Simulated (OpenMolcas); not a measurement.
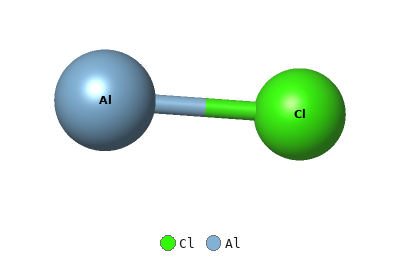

The molecule at the reference distance of 2.067 Å.

**Relativistic diatomic calculation: ClAl⁺ (part 1 of 2)**

ClAl⁺. Computed at this level: SA-CASSCF(7,7)/XMS-CASPT2 + RASSI spin-orbit (X2C scalar, AMFI), ANO-RCC-VTZP (OpenMolcas).

**Results in brief**

- outcome: converged; components of a degenerate state are split by 63 cm⁻¹
- lowest spin-free state: ²Σ
- lowest spin-orbit level: Ω = 1/2, −703.44833 hartree
- next level: Ω = 3/2, 23,206 cm⁻¹
- hardware: 1 thread of Intel Xeon (Granite Rapids), 128 GiB of memory available, shared host
- wall time: 16 s

**Notes**

Limits: the two components of ²Δ at 6.25 eV, degenerate in CASSCF as they must be, are split by 63 cm⁻¹ in XMS-CASPT2, an artefact that passes into its spin-orbit levels.

**The input**
```
&GATEWAY
Coord
2
angstrom
Cl 0.0 0.0 0.0
Al 0.0 0.0 2.0670
Basis=ANO-RCC-VTZP
Group=XY
RX2C
AMFI
ANGMom
0.0 0.0 0.0
RICD
&SEWARD
&GUESSORB
&RASSCF
FileOrb=$CurrDir/o21.orb
Symmetry=1
Spin=2
nActEl=7 0 0
Inactive=7 4
RAS2=3 4
CIRoot=5 5 1
Linear
Iterations=120 100
OrbListing=Nothing
PRWF=0.15
>>COPY $Project.RasOrb $CurrDir/o21.orb
>>COPY $Project.rasscf.h5 $CurrDir/r21.h5
&CASPT2
XMultistate=all
Imaginary=0.2
IPEA=0.25
MaxIter=40
>>COPY $Project.JobMix JOB001
&RASSCF
FileOrb=$CurrDir/o22.orb
Symmetry=2
Spin=2
nActEl=7 0 0
Inactive=7 4
RAS2=3 4
CIRoot=4 4 1
Linear
Iterations=120 100
OrbListing=Nothing
PRWF=0.15
>>COPY $Project.RasOrb $CurrDir/o22.orb
>>COPY $Project.rasscf.h5 $CurrDir/r22.h5
&CASPT2
XMultistate=all
Imaginary=0.2
IPEA=0.25
MaxIter=40
>>COPY $Project.JobMix JOB002
&RASSCF
FileOrb=$CurrDir/o41.orb
Symmetry=1
Spin=4
nActEl=7 0 0
Inactive=7 4
RAS2=3 4
CIRoot=4 4 1
Linear
Iterations=120 100
OrbListing=Nothing
PRWF=0.15
>>COPY $Project.RasOrb $CurrDir/o41.orb
>>COPY $Project.rasscf.h5 $CurrDir/r41.h5
&CASPT2
XMultistate=all
Imaginary=0.2
IPEA=0.25
MaxIter=40
>>COPY $Project.JobMix JOB003
&RASSI
Nr of JobIphs=3 5 4 4
1 2 3 4 5
1 2 3 4
1 2 3 4
SpinOrbit
EJob
Omega
MEES
MESO
Properties=4
'AngMom' 3 'Mltpl  1' 1 'Mltpl  1' 2 'Mltpl  1' 3
Thrs=1.0d-4
>>COPY $Project.rassi.h5 $CurrDir/so.h5
```

The first orbital files come from an earlier step.

Command:
```bash
pymolcas m.inp (one call a module block, same work directory)
```

**The program's output (extracts)**
```
++    Wave function specifications:
      Number of closed shell electrons          22
      Number of electrons in active shells       7
      Number of inactive orbitals               11
      Number of active orbitals                  7
      Number of secondary orbitals              50
      Spin quantum number                      0.5
      State symmetry                             1
++    Orbital specifications:
      Symmetry species                           1   2
                                                 a   b
      Frozen orbitals                            0   0
      Inactive orbitals                          7   4
      Active orbitals                            3   4
      RAS2 orbitals                              3   4
      Secondary orbitals                        26  24
      Number of basis functions                 36  32
      printout of CI-coefficients larger than  0.15 for root  1
      energy=    -703.066662
      conf/sym  111 2222     Coeff  Weight
            85  02u 2200  -0.92557 0.85669
           112  0u2 2200  -0.23280 0.05419
      printout of CI-coefficients larger than  0.15 for root  2
      energy=    -702.899758
      conf/sym  111 2222     Coeff  Weight
            89  02u 2d0u   0.33246 0.11053
           112  0u2 2200   0.82238 0.67631
           153  02u d2u0  -0.33247 0.11053
      printout of CI-coefficients larger than  0.15 for root  3
      energy=    -702.874404
      conf/sym  111 2222     Coeff  Weight
            86  02u 2du0  -0.60770 0.36930
            87  02u 2ud0  -0.34842 0.12140
           155  02u d20u   0.60784 0.36947
           227  02u u20d   0.34850 0.12146
      printout of CI-coefficients larger than  0.15 for root  4
      energy=    -702.874404
      conf/sym  111 2222     Coeff  Weight
            89  02u 2d0u   0.60780 0.36943
            91  02u 2u0d   0.34848 0.12144
           153  02u d2u0   0.60774 0.36935
           224  02u u2d0   0.34844 0.12141
      printout of CI-coefficients larger than  0.15 for root  5
      energy=    -702.871609
      conf/sym  111 2222     Coeff  Weight
            86  02u 2du0   0.60047 0.36056
            87  02u 2ud0   0.36162 0.13077
           155  02u d20u   0.60032 0.36039
           227  02u u20d   0.36154 0.13071
      Natural orbitals and occupation numbers for root  1
      sym 1:   0.018404   1.962958   1.004685
      sym 2:   1.979795   1.979797   0.027180   0.027180
      Natural orbitals and occupation numbers for root  2
      sym 1:   0.009815   1.257491   1.653602
      sym 2:   1.862863   1.862862   0.176675   0.176691
      Natural orbitals and occupation numbers for root  3
      sym 1:   0.012982   1.986591   0.999874
      sym 2:   1.498824   1.499056   0.501221   0.501453
      Natural orbitals and occupation numbers for root  4
      sym 1:   0.012982   1.986591   0.999874
      sym 2:   1.498993   1.498887   0.501283   0.501390
      Natural orbitals and occupation numbers for root  5
      sym 1:   0.013007   1.986224   0.999590
      sym 2:   1.499183   1.498951   0.501638   0.501406
      RASSCF energy for state  5                   -702.87160861
::    RASSCF root number  1 Total energy:   -703.06666218
::    RASSCF root number  2 Total energy:   -702.89975821
::    RASSCF root number  3 Total energy:   -702.87440421
::    RASSCF root number  4 Total energy:   -702.87440421
::    RASSCF root number  5 Total energy:   -702.87160861
      Von Neumann Entropy (Root   1) =  0.78522
++    Wave function specifications:
      Number of closed shell electrons           8
      Number of electrons in active shells       7
      Number of inactive orbitals                4
      Number of active orbitals                  7
      Number of secondary orbitals              50
      Spin quantum number                      0.5
      State symmetry                             1
      Number of CSFs                           392
      Number of CASSCF root(s) available         5
      CASPT2 state passed to geometry opt.       5
      A file JOBMIX will be created
      This is a MULTI-STATE CASSCF reference
      Number of CI roots used                    5
      These are:                                 1   2   3   4   5
      Off-diagonal elements of Heff are computed
  FINAL CASPT2 RESULT:
      Reference energy:        -703.0666621771
      E2 (Non-variational):      -0.3788291565
      Shift correction:          -0.0027591675
      E2 (Variational):          -0.3815883241
      Total energy:            -703.4482505012
      Reference weight:           0.90531
  FINAL CASPT2 RESULT:
      Reference energy:        -702.8997582079
      E2 (Non-variational):      -0.3616352729
      Shift correction:          -0.0020897938
      E2 (Variational):          -0.3637250667
      Total energy:            -703.2634832747
      Reference weight:           0.91491
  FINAL CASPT2 RESULT:
      Reference energy:        -702.8744042093
      E2 (Non-variational):      -0.3430853347
      Shift correction:          -0.0014964320
      E2 (Variational):          -0.3445817667
      Total energy:            -703.2189859760
      Reference weight:           0.92659
  FINAL CASPT2 RESULT:
      Reference energy:        -702.8744042090
      E2 (Non-variational):      -0.3428143551
      Shift correction:          -0.0014818450
      E2 (Variational):          -0.3442962001
      Total energy:            -703.2187004091
      Reference weight:           0.92684
  FINAL CASPT2 RESULT:
      Reference energy:        -702.8716086074
      E2 (Non-variational):      -0.3434265841
      Shift correction:          -0.0014650731
      E2 (Variational):          -0.3448916572
      Total energy:            -703.2165002646
      Reference weight:           0.92666
       Total XMS-CASPT2 energies:
::    XMS-CASPT2 Root  1     Total energy:   -703.44832281
::    XMS-CASPT2 Root  2     Total energy:   -703.26341097
::    XMS-CASPT2 Root  3     Total energy:   -703.21898598
::    XMS-CASPT2 Root  4     Total energy:   -703.21870041
::    XMS-CASPT2 Root  5     Total energy:   -703.21650026
++    Wave function specifications:
      Number of closed shell electrons          22
      Number of electrons in active shells       7
      Number of inactive orbitals               11
      Number of active orbitals                  7
      Number of secondary orbitals              50
      Spin quantum number                      0.5
      State symmetry                             2
      printout of CI-coefficients larger than  0.15 for root  1
      energy=    -702.986387
      conf/sym  111 2222     Coeff  Weight
            20  022 2u00  -0.94386 0.89087
           183  020 2u02  -0.15379 0.02365
      printout of CI-coefficients larger than  0.15 for root  2
      energy=    -702.986387
      conf/sym  111 2222     Coeff  Weight
            77  022 u200  -0.94386 0.89087
           290  020 u220  -0.15379 0.02365
      printout of CI-coefficients larger than  0.15 for root  3
      energy=    -702.902871
      conf/sym  111 2222     Coeff  Weight
           179  020 220u   0.94683 0.89648
           203  002 220u  -0.15828 0.02505
           266  0uu 220d  -0.20447 0.04181
      printout of CI-coefficients larger than  0.15 for root  4
      energy=    -702.902871
      conf/sym  111 2222     Coeff  Weight
           177  020 22u0  -0.94683 0.89648
           201  002 22u0   0.15828 0.02505
           263  0uu 22d0   0.20447 0.04181
      Natural orbitals and occupation numbers for root  1
      sym 1:   0.012600   1.987885   1.845400
      sym 2:   1.997635   1.007477   0.067059   0.081944
      Natural orbitals and occupation numbers for root  2
      sym 1:   0.012600   1.987885   1.845400
      sym 2:   1.007477   1.997635   0.081944   0.067059
      Natural orbitals and occupation numbers for root  3
      sym 1:   0.007381   1.888299   0.121581
      sym 2:   1.986820   1.987912   0.014275   0.993733
      Natural orbitals and occupation numbers for root  4
      sym 1:   0.007381   1.888299   0.121581
      sym 2:   1.987912   1.986820   0.993733   0.014275
      RASSCF energy for state  4                   -702.90287112
::    RASSCF root number  1 Total energy:   -702.98638716
::    RASSCF root number  2 Total energy:   -702.98638716
::    RASSCF root number  3 Total energy:   -702.90287112
::    RASSCF root number  4 Total energy:   -702.90287112
      Von Neumann Entropy (Root   1) =  1.01498
++    Wave function specifications:
      Number of closed shell electrons           8
      Number of electrons in active shells       7
      Number of inactive orbitals                4
      Number of active orbitals                  7
      Number of secondary orbitals              50
      Spin quantum number                      0.5
      State symmetry                             2
      Number of CSFs                           392
      Number of CASSCF root(s) available         4
      CASPT2 state passed to geometry opt.       4
      A file JOBMIX will be created
      This is a MULTI-STATE CASSCF reference
      Number of CI roots used                    4
      These are:                                 1   2   3   4
      Off-diagonal elements of Heff are computed
  FINAL CASPT2 RESULT:
      Reference energy:        -702.9863871572
      E2 (Non-variational):      -0.3533894130
      Shift correction:          -0.0015761337
      E2 (Variational):          -0.3549655467
      Total energy:            -703.3413527039
      Reference weight:           0.92186
  FINAL CASPT2 RESULT:
      Reference energy:        -702.9863871572
      E2 (Non-variational):      -0.3533894138
      Shift correction:          -0.0015761337
      E2 (Variational):          -0.3549655475
      Total energy:            -703.3413527047
      Reference weight:           0.92186
  FINAL CASPT2 RESULT:
      Reference energy:        -702.9028711226
      E2 (Non-variational):      -0.3698923415
      Shift correction:          -0.0024887096
      E2 (Variational):          -0.3723810511
      Total energy:            -703.2752521737
      Reference weight:           0.91092
  FINAL CASPT2 RESULT:
      Reference energy:        -702.9028711224
      E2 (Non-variational):      -0.3698923405
      Shift correction:          -0.0024887096
      E2 (Variational):          -0.3723810501
      Total energy:            -703.2752521726
      Reference weight:           0.91092
       Total XMS-CASPT2 energies:
::    XMS-CASPT2 Root  1     Total energy:   -703.34136547
::    XMS-CASPT2 Root  2     Total energy:   -703.34136547
::    XMS-CASPT2 Root  3     Total energy:   -703.27523940
::    XMS-CASPT2 Root  4     Total energy:   -703.27523940
++    Wave function specifications:
      Number of closed shell electrons          22
      Number of electrons in active shells       7
      Number of inactive orbitals               11
      Number of active orbitals                  7
      Number of secondary orbitals              50
      Spin quantum number                      1.5
      State symmetry                             1
      printout of CI-coefficients larger than  0.15 for root  1
      energy=    -702.893305
      conf/sym  111 2222     Coeff  Weight
            32  02u 2u0u   0.70273 0.49383
            96  02u u2u0  -0.70273 0.49383
      printout of CI-coefficients larger than  0.15 for root  2
      energy=    -702.885025
      conf/sym  111 2222     Coeff  Weight
            31  02u 2uu0   0.69942 0.48919
            98  02u u20u  -0.69942 0.48919
      printout of CI-coefficients larger than  0.15 for root  3
      energy=    -702.885025
      conf/sym  111 2222     Coeff  Weight
            32  02u 2u0u  -0.69942 0.48919
            96  02u u2u0  -0.69942 0.48919
      printout of CI-coefficients larger than  0.15 for root  4
      energy=    -702.877835
      conf/sym  111 2222     Coeff  Weight
            31  02u 2uu0  -0.70289 0.49406
            98  02u u20u  -0.70289 0.49406
      Natural orbitals and occupation numbers for root  1
      sym 1:   0.013449   1.986544   0.999849
      sym 2:   1.498528   1.498528   0.501551   0.501551
      Natural orbitals and occupation numbers for root  2
      sym 1:   0.013257   1.986753   0.999821
      sym 2:   1.498949   1.498949   0.501135   0.501135
      Natural orbitals and occupation numbers for root  3
      sym 1:   0.013257   1.986753   0.999821
      sym 2:   1.498949   1.498949   0.501135   0.501135
      Natural orbitals and occupation numbers for root  4
      sym 1:   0.013232   1.985890   0.999587
      sym 2:   1.499321   1.499321   0.501325   0.501325
      RASSCF energy for state  4                   -702.87783549
::    RASSCF root number  1 Total energy:   -702.89330525
::    RASSCF root number  2 Total energy:   -702.88502471
::    RASSCF root number  3 Total energy:   -702.88502471
::    RASSCF root number  4 Total energy:   -702.87783549
      Von Neumann Entropy (Root   1) =  2.18316
++    Wave function specifications:
      Number of closed shell electrons           8
      Number of electrons in active shells       7
      Number of inactive orbitals                4
      Number of active orbitals                  7
      Number of secondary orbitals              50
      Spin quantum number                      1.5
      State symmetry                             1
      Number of CSFs                           200
      Number of CASSCF root(s) available         4
      CASPT2 state passed to geometry opt.       4
      A file JOBMIX will be created
      This is a MULTI-STATE CASSCF reference
      Number of CI roots used                    4
      These are:                                 1   2   3   4
      Off-diagonal elements of Heff are computed
  FINAL CASPT2 RESULT:
      Reference energy:        -702.8933052523
      E2 (Non-variational):      -0.3409471754
      Shift correction:          -0.0013662843
      E2 (Variational):          -0.3423134597
      Total energy:            -703.2356187121
      Reference weight:           0.92780
  FINAL CASPT2 RESULT:
      Reference energy:        -702.8850247053
      E2 (Non-variational):      -0.3412353795
      Shift correction:          -0.0013285930
      E2 (Variational):          -0.3425639725
      Total energy:            -703.2275886779
      Reference weight:           0.92818
  FINAL CASPT2 RESULT:
      Reference energy:        -702.8850247053
      E2 (Non-variational):      -0.3412188196
      Shift correction:          -0.0013316058
      E2 (Variational):          -0.3425504254
      Total energy:            -703.2275751307
      Reference weight:           0.92817
  FINAL CASPT2 RESULT:
      Reference energy:        -702.8778354890
      E2 (Non-variational):      -0.3413813102
      Shift correction:          -0.0013682871
      E2 (Variational):          -0.3427495972
      Total energy:            -703.2205850862
      Reference weight:           0.92811
       Total XMS-CASPT2 energies:
::    XMS-CASPT2 Root  1     Total energy:   -703.23561871
::    XMS-CASPT2 Root  2     Total energy:   -703.22759841
::    XMS-CASPT2 Root  3     Total energy:   -703.22756540
::    XMS-CASPT2 Root  4     Total energy:   -703.22058509
  SPIN-FREE ENERGIES:
  (Shifted by EMIN (a.u.) =       -703.4483228070)
 SF State       Relative EMIN(au)   Rel lowest level(eV)    D:o, cm**(-1)      Abs_M
     1             0.0000000000        0.0000000000              0.0000         0.0
     6             0.1069573325        2.9104572871          23474.4211         1.0
     7             0.1069573335        2.9104573139          23474.4213         1.0
     8             0.1730834029        4.7098393293          37987.4160         1.0
     9             0.1730834041        4.7098393620          37987.4163         1.0
     2             0.1849118382        5.0317074509          40583.4575         0.0
    10             0.2127040949        5.7879732828          46683.1528         0.0
    11             0.2207243985        6.0062168603          48443.4060         2.0
    12             0.2207574069        6.0071150669          48450.6505         2.0
    13             0.2277377208        6.1970590835          49982.6523         0.0
     3             0.2293368308        6.2405730826          50333.6164         2.0
     4             0.2296223978        6.2483437585          50396.2911         2.0
     5             0.2318225426        6.3082127476          50879.1671         0.0
```

(Continued in part 2.)
